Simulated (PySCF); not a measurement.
```xyz
17

C     1.0699   -0.5209    1.1885
C     0.9125    0.3256   -0.0343
C     1.9873    0.8011   -0.6484
F     1.9213    1.5754   -1.7524
C    -0.4516    0.6170   -0.5594
C    -1.5791    0.6795    0.4397
C    -1.6984   -0.6533    0.4288
C    -1.2723   -0.7064   -1.0127
H     0.5166   -1.4521    1.0801
H     0.6727   -0.0007    2.0594
H     2.1181   -0.7494    1.3622
H     3.0092    0.6374   -0.3413
H    -0.3964    1.4030   -1.3198
H    -1.8013    1.4369    1.1736
H    -2.3011   -1.3454    0.9956
H    -2.0572   -0.4670   -1.7167
H    -0.6776   -1.5498   -1.3726
```

Geometry: GFN2-xTB, coordinate held.

Level of theory: PySCF 2.14.0, PBE0/pcSseg-1, SCF density, gas phase, non-relativistic.

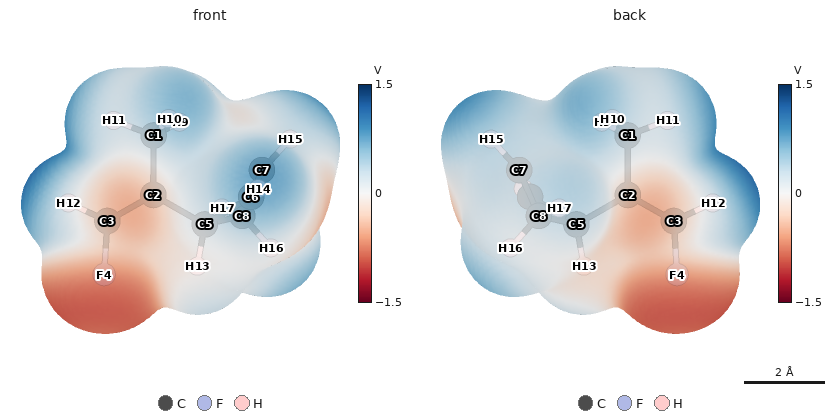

C₇H₉F. The electrostatic potential painted on the density surface at 0.002 e/bohr³, seen from the front and from behind; the colour scale runs from red (negative) to blue (positive).

Describe the electrostatic potential map.

The most negative region (about −0.9 V) lies over F4, the most positive (about +1.1 V) over H12.
